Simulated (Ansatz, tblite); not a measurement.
# B(PH3)H3 (BPH₆): spin states and exact exchange

Is the singlet the ground state of B(PH3)H3 (BPH₆)? Other spin states are computed and compared level by level.

Computed with Ansatz 0.2.0, Gaussian basis. Level: as each input shows.

The runs, in order: triplet, at the geometry of the singlet (GFN1-xTB, GFN2-xTB, PBE0-D4/def2-TZVP, PBE-D4/def2-TZVP, r2SCAN-D4/def2-TZVP); the singlet's energies come from earlier runs.

## 1. The structure

The geometry is that of the singlet, from an earlier relaxation (PBE0-D4/def2-TZVP).

8 atoms, charge 0, spin multiplicity 1.

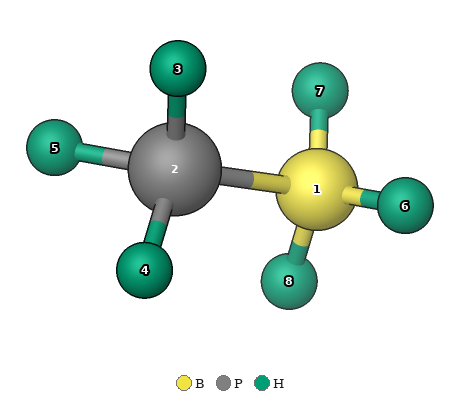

The geometry (boron yellow, phosphorus grey, hydrogen teal); atoms are numbered from 1 in the order of the file.

## 2. Triplet at the fixed geometry, GFN1-xTB

Tight binding, by tblite at 300 K electronic temperature and without a spin-polarisation term:

```python
tblite.interface.Calculator('GFN1-xTB', numbers, positions, charge=0, uhf=2).singlepoint()
```

Energy -189.1526 eV; 0.003 s.

## 3. Triplet at the fixed geometry, GFN2-xTB

Tight binding, by tblite at 300 K electronic temperature and without a spin-polarisation term:

```python
tblite.interface.Calculator('GFN2-xTB', numbers, positions, charge=0, uhf=2).singlepoint()
```

Energy -178.6945 eV; 0.002 s.

## 4. Triplet at the fixed geometry, PBE0-D4/def2-TZVP

in.yaml

```yaml
crystal:
  periodic: [false, false, false]
  atoms:
    - {symbol: B, position_ang: [-0.004118, 0.009185, -1.095247]}
    - {symbol: P, position_ang: [0.002381, -0.006470, 0.815182]}
    - {symbol: H, position_ang: [0.691579, 1.024435, 1.482848]}
    - {symbol: H, position_ang: [0.559900, -1.124822, 1.464759]}
    - {symbol: H, position_ang: [-1.235622, 0.063821, 1.483038]}
    - {symbol: H, position_ang: [1.167755, -0.052590, -1.387021]}
    - {symbol: H, position_ang: [-0.535668, 1.058719, -1.374197]}
    - {symbol: H, position_ang: [-0.646197, -0.972278, -1.389351]}
basis:
  gaussian: {orbitals: def2-TZVP}
magnetization: {spin_polarized: true, initial_magnetization: 2}
hamiltonian: {xc: pbe0, dispersion: d4}
scf: {omitted_lower_state_checks: [starts]}
output: {orbitals: {seedname: orbitals}}
```

Command:

```console
ansatz run in.yaml --threads 4 --pin off --events-out ev --progress --plain --max-ram 3916MiB
```

Standard output:

```text
Functional definition: PBE0
  name "PBE0"
  cite "Adamo & Barone, J. Chem. Phys. 110, 6158 (1999) doi:10.1063/1.478522"
  cite "Perdew, Burke & Ernzerhof, Phys. Rev. Lett. 77, 3865 (1996) doi:10.1103/PhysRevLett.77.3865"
  parent pbe
  parameter a = 0.25
  parameter kappa = 0.804
  parameter beta = 0.06672455060314922
  exchange = (1 - a)*pbe_x(kappa = kappa, mu = beta*pi^2/3) + a*exact_x
  correlation = pbe_c(beta = beta)
these checks for a lower state are left out or cut short: starts
715 factors; their error is unknown
mean field evaluation 1: about -10047.2169 eV, gradient 2.0e1 eV
mean field evaluation 2: about -10046.9689 eV, gradient 2.1e1 eV
mean field evaluation 4: about -10050.3597 eV, gradient 1.4e0 eV
mean field evaluation 8: about -10050.7960 eV, gradient 9.9e-1 eV
mean field evaluation 16: about -10050.8196 eV, gradient 3.0e-2 eV
mean field evaluation 32: about -10050.8207 eV, gradient 1.3e-2 eV
mean field -10050.82066531 eV, -369.3608467591 hartree, gradient 7.6e-6 eV, S^2 2.009478; 0 other end points of the search recorded, 0 dependent functions left out
reference -10050.82069997 eV, -369.3608480329 hartree; 14, 12 occupied and 90, 92 virtual orbitals, 715 factors
Total energy: -10050.91201778 eV, -369.3642039005 hartree
Checks for a lower state left out: starts
```

It took 2.5 s on 4 threads of Arm Neoverse V2, shared host.

Report: HOMO -1.86 eV, LUMO -6.93 eV (over both spins; with the spin held, an empty level of the minority spin lies below the top filled one); ⟨S²⟩ 2.009 (pure: 2.00).

## 5. Triplet at the fixed geometry, PBE-D4/def2-TZVP

start.molden holds the orbitals of an earlier run on this state, given as this run's starting guess.

in.yaml: that of step 4 with these lines changed.

```diff
@@ -12,5 +12,5 @@
 basis:
-  gaussian: {orbitals: def2-TZVP}
+  gaussian: {orbitals: def2-TZVP, initial_orbitals: start.molden}
 magnetization: {spin_polarized: true, initial_magnetization: 2}
-hamiltonian: {xc: pbe0, dispersion: d4}
+hamiltonian: {xc: pbe, dispersion: d4}
 scf: {omitted_lower_state_checks: [starts]}
```

Same command.

Standard output:

```text
Functional definition: PBE
  name "PBE"
  cite "Perdew, Burke & Ernzerhof, Phys. Rev. Lett. 77, 3865 (1996) doi:10.1103/PhysRevLett.77.3865"
  parent pbe
  parameter kappa = 0.804
  parameter beta = 0.06672455060314922
  exchange = pbe_x(kappa = kappa, mu = beta*pi^2/3)
  correlation = pbe_c(beta = beta)
these checks for a lower state are left out or cut short: starts
703 factors; their error is unknown
mean field evaluation 1: about -10049.7265 eV, gradient 5.4e0 eV
mean field evaluation 2: about -10049.7892 eV, gradient 9.1e-2 eV
mean field evaluation 4: about -10049.7802 eV, gradient 7.2e-3 eV
mean field evaluation 8: about -10049.7802 eV, gradient 2.9e-4 eV
mean field evaluation 16: about -10049.7802 eV, gradient 1.3e-5 eV
mean field -10049.78023349 eV, -369.3226115949 hartree, gradient 6.3e-6 eV, S^2 2.005821; 0 other end points of the search recorded, 0 dependent functions left out
reference -10049.78027957 eV, -369.3226132883 hartree; 14, 12 occupied and 90, 92 virtual orbitals, 703 factors
Total energy: -10049.89065867 eV, -369.3266696455 hartree
Checks for a lower state left out: starts
```

It took 2.9 s on 4 threads of Arm Neoverse V2, shared host.

HOMO -0.99 eV, LUMO -7.92 eV (over both spins; with the spin held, an empty level of the minority spin lies below the top filled one); ⟨S²⟩ 2.006 (pure: 2.00).

## 6. Triplet at the fixed geometry, r2SCAN-D4/def2-TZVP

in.yaml: that of step 5 with these lines changed.

```diff
@@ -14,3 +14,3 @@
 magnetization: {spin_polarized: true, initial_magnetization: 2}
-hamiltonian: {xc: pbe, dispersion: d4}
+hamiltonian: {xc: r2scan, dispersion: d4}
 scf: {omitted_lower_state_checks: [starts]}
```

The command is unchanged.

Standard output (excerpt; [...] marks lines left out):

```text
Functional definition: r2SCAN
  name "r2SCAN"
  cite "Furness, Kaplan, Ning, Perdew & Sun, J. Phys. Chem. Lett. 11, 8208 (2020) doi:10.1021/acs.jpclett.0c02405"
  cite "Furness, Kaplan, Ning, Perdew & Sun, J. Phys. Chem. Lett. 11, 9248 (2020) doi:10.1021/acs.jpclett.0c03077"
  parent r2scan
[...]
703 factors; their error is unknown
[...]
mean field -10054.31754797 eV, -369.4893548266 hartree, gradient 8.3e-6 eV, S^2 2.013354; 0 other end points of the search recorded, 0 dependent functions left out
reference -10054.31756416 eV, -369.4893554218 hartree; 14, 12 occupied and 90, 92 virtual orbitals, 703 factors
Total energy: -10054.34328695 eV, -369.4903007168 hartree
Checks for a lower state left out: starts
```

Wall time 3.9 s (4 threads of Arm Neoverse V2, shared host).

HOMO -1.19 eV, LUMO -7.65 eV (over both spins; with the spin held, an empty level of the minority spin lies below the top filled one); ⟨S²⟩ 2.013 (pure: 2.00).

## 7. Triplet less singlet, vertical

The singlet's energies are those of its earlier runs, whose logs aren't repeated here.

```csv
level,"triplet less singlet, vertical (kJ/mol)",time
GFN1-xTB,+719.0,0.006 s
GFN2-xTB,+600.3,0.004 s
PBE-D4/def2-TZVP,+687.3,3.4 s
r2SCAN-D4/def2-TZVP,+692.7,4.8 s
PBE0-D4/def2-TZVP,+705.1,3 s
```

Times add the two runs; a level without a time comes out of a correlated run. Tight binding without a spin term can't rank spin states.

## 8. Outcome

| quantity | value |
| --- | --- |
| triplet less singlet, vertical, functionals in def2-TZVP | +687.3 (PBE-D4) to +705.1 kJ/mol (PBE0-D4) |

What this shows: All functionals put the triplet above the singlet, over a spread of 17.8 kJ/mol. The checks for a lower triplet were left out, so another state of that spin may lie lower. These are electronic energies, without zero-point motion, entropy or surroundings.
